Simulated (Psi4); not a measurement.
**wB97X/6-311+G(d,p) run of CHClF2 (difluorochloromethane)**

What is the vertical ionisation energy of CHClF2 (difluorochloromethane) at wB97X/6-311+G**? 

The calculation is run with Psi4 1.11.

## Step 1: The system as given

CHClF2: 5 atoms, total charge 0, spin state singlet. As SMILES, `FC(F)Cl`. Geometry: relaxed at PBE0-D4/def2-TZVP.

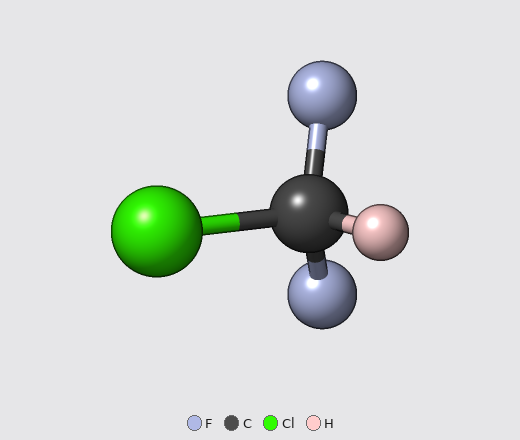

Viewed from a chosen angle; fluorine light blue, carbon dark grey, chlorine green, hydrogen pink.

## Step 2: A single-point energy at wB97X/6-311+G(d,p)

Contents of run.py:

```python
import psi4

psi4.set_memory('1600 MB')
psi4.set_num_threads(1)
psi4.core.set_output_file('chclf2.out', False)

molecule = psi4.geometry("""
F      0.07351035    -1.07355341     2.30981224
C      0.20673604     0.04459754     0.05347925
F      1.59530679    -1.40954672    -1.46812823
Cl    -2.85537617     0.39476379    -1.21093650
H      1.07449827     1.90446599     0.23772755
units bohr
symmetry c1
""")

psi4.set_options({
    'basis': '6-311+G**',
    'puream': True,
    'e_convergence': 1e-09,
    'd_convergence': 1e-08,
    'scf_type': 'pk',
    'dft_radial_points': 99,
    'dft_spherical_points': 590,
})

E = psi4.energy("wb97x", molecule=molecule)
print(f'wb97x energy: {E:.10f} Eh')
```

Started as:

```sh
$ python run.py
```

chclf2.out:

```text
[...]
  Running in c1 symmetry.
[...]
  Nuclear repulsion =  168.406745107475018
[...]
  Multiplicity = 1
[...]
  Nalpha       = 21
  Nbeta        = 21
[...]
    Number of basis functions: 102
[...]
   @RKS iter   1:  -698.55345760502451   -2.19709e-01   4.44486e-03 DIIS/ADIIS
[...]
   @RKS iter  12:  -698.61836740327635   -2.50111e-12   2.83987e-09 DIIS
[...]
    Orbital Energies [Eh]
    ---------------------
    Doubly Occupied:
       1A   -101.544613     2A    -24.788869     3A    -24.788827
       4A    -10.500961     5A     -9.580222     6A     -7.344217
       7A     -7.333359     8A     -7.333223     9A     -1.438467
      10A     -1.371495    11A     -1.019193    12A     -0.835989
      13A     -0.722668    14A     -0.710213    15A     -0.675067
      16A     -0.581436    17A     -0.567678    18A     -0.555487
      19A     -0.495621    20A     -0.451633    21A     -0.449520
[...]
  @RKS Final Energy:  -698.61836740327635
   => Energetics <=
    Nuclear Repulsion Energy =            168.4067451074750181
    One-Electron Energy =               -1300.2189944553756504
    Two-Electron Energy =                 474.0502192103428456
    DFT Exchange-Correlation Energy =     -40.8563372657184587
    Empirical Dispersion Energy =           0.0000000000000000
    VV10 Nonlocal Energy =                  0.0000000000000000
    Total Energy =                       -698.6183674032762383
[...]
 Multipole Moments:
 ------------------------------------------------------------------------------------
     Multipole            Electronic (a.u.)      Nuclear  (a.u.)        Total (a.u.)
 ------------------------------------------------------------------------------------
 L = 1.  Multiply by 2.5417464519 to convert [e a0] to [Debye]
 Dipole X            :         -0.1416750            0.3419783            0.2003033
 Dipole Y            :         -1.0485307            1.6382840            0.5897533
 Dipole Z            :          0.0359779           -0.0079884            0.0279895
 Magnitude           :                                                    0.6234691
[...]
```

Standard output:

```text
wb97x energy: -698.6183674033 Eh
```

Run time: 30 s. Hardware: 1 thread of Intel Xeon Platinum 8259CL at 2.50GHz (Skylake/Cascade Lake), shared host; peak memory 0.75 GiB.

## Step 3: The doublet cation: energy and forces at U-wB97X/6-311+G(d,p)

Contents of input.dat:

```
memory 1600 MB

molecule system {
  1 2
  F
  C 1 r2
  F 2 r3 1 a3
  Cl 2 r4 3 a4 1 d4
  H 2 r5 3 a5 1 d5

  r2 = 1.334434
  r3 = 1.334319
  a3 = 108.25988
  r4 = 1.762875
  a4 = 109.74064
  d4 = -119.74614
  r5 = 1.090422
  a5 = 110.03349
  d5 = 120.27493
  symmetry c1
}

set {
  reference uks
  puream true
  e_convergence 1e-09
  d_convergence 1e-08
  scf_type pk
  dft_radial_points 99
  dft_spherical_points 590
  maxiter 100
}

e_tot, wfn = gradient("wb97x/6-311+G**", return_wfn=True)
```

Started as:

```sh
$ psi4 -n 1 input.dat output.dat
```

output.dat:

```text
[...]
  Running in c1 symmetry.
[...]
  Nuclear repulsion =  168.406760218240407
[...]
  Multiplicity = 2
[...]
  Nalpha       = 21
  Nbeta        = 20
[...]
    Number of basis functions: 102
[...]
   @UKS iter   1:  -698.05569210415115    2.78057e-01   4.76756e-03 ADIIS/DIIS
[...]
   @UKS iter  18:  -698.15441842813220   -6.36646e-12   9.51297e-09 DIIS
[...]
   @S^2 Observed:                7.533817229E-01
[...]
    Orbital Energies [Eh]
    ---------------------
    Alpha Occupied:
       1A   -101.946917     2A    -25.024117     3A    -25.024078
       4A    -10.765449     5A     -9.975816     6A     -7.746988
       7A     -7.733797     8A     -7.723527     9A     -1.674606
      10A     -1.603999    11A     -1.377650    12A     -1.101454
      13A     -0.973965    14A     -0.953445    15A     -0.944129
      16A     -0.848035    17A     -0.822887    18A     -0.803295
      19A     -0.789005    20A     -0.767197    21A     -0.754438
    Alpha Virtual:
      22A     -0.193831    23A     -0.101930    24A     -0.079379
      25A     -0.066703    26A     -0.057217    27A     -0.032457
[...]
  @UKS Final Energy:  -698.15441842813220
   => Energetics <=
    Nuclear Repulsion Energy =            168.4067602182404073
    One-Electron Energy =               -1287.8538355941295777
    Two-Electron Energy =                 461.9616873562885075
    DFT Exchange-Correlation Energy =     -40.6690304085314764
    Empirical Dispersion Energy =           0.0000000000000000
    VV10 Nonlocal Energy =                  0.0000000000000000
    Total Energy =                       -698.1544184281322032
[...]
 Multipole Moments:
 ------------------------------------------------------------------------------------
     Multipole            Electronic (a.u.)      Nuclear  (a.u.)        Total (a.u.)
 ------------------------------------------------------------------------------------
 L = 1.  Multiply by 2.5417464519 to convert [e a0] to [Debye]
 Dipole X            :          1.4064495           -1.0749168            0.3315327
 Dipole Y            :          0.2036008            1.0395051            1.2431059
 Dipole Z            :          0.1474071            0.7516444            0.8990515
 Magnitude           :                                                    1.5695604
[...]
  -Total Gradient:
     Atom            X                  Y                   Z
    ------   -----------------  -----------------  -----------------
       1       -0.004144735343    -0.007983639617    -0.018991341416
       2        0.026677809303     0.059962179529     0.043424814109
       3       -0.004146563469    -0.020482860203    -0.001655220996
       4       -0.019835738784    -0.016460632164    -0.011903962573
       5        0.001374839188    -0.015058054937    -0.010890913343
[...]
```

Wall time 75 s (1 thread of Intel Xeon Platinum 8259CL at 2.50GHz (Skylake/Cascade Lake), shared host); peak memory 0.75 GiB.

## Step 4: Summary of results

Level: wB97X/6-311+G**.

```
                                          quantity          value
                      singlet CHClF2: total energy  -698.61837 Eh
                     singlet CHClF2: dipole moment         1.58 D
                       singlet CHClF2: HOMO energy      -12.23 eV
                       singlet CHClF2: LUMO energy        1.97 eV
                     singlet CHClF2: HOMO–LUMO gap       14.20 eV
                      doublet cation: total energy  -698.15442 Eh
doublet cation: HOMO energy (highest over α and β)      -20.38 eV
 doublet cation: LUMO energy (lowest over α and β)      -12.99 eV
                              doublet cation: ⟨S²⟩          0.753
          doublet cation: largest force on an atom     4.047 eV/Å
vertical ionisation energy (to the doublet cation)      12.625 eV
```

The vertical ionisation energy comes to 12.62 eV (1218 kJ/mol). The negative HOMO energy of the first species, 12.23 eV, lies 0.39 eV below that difference.
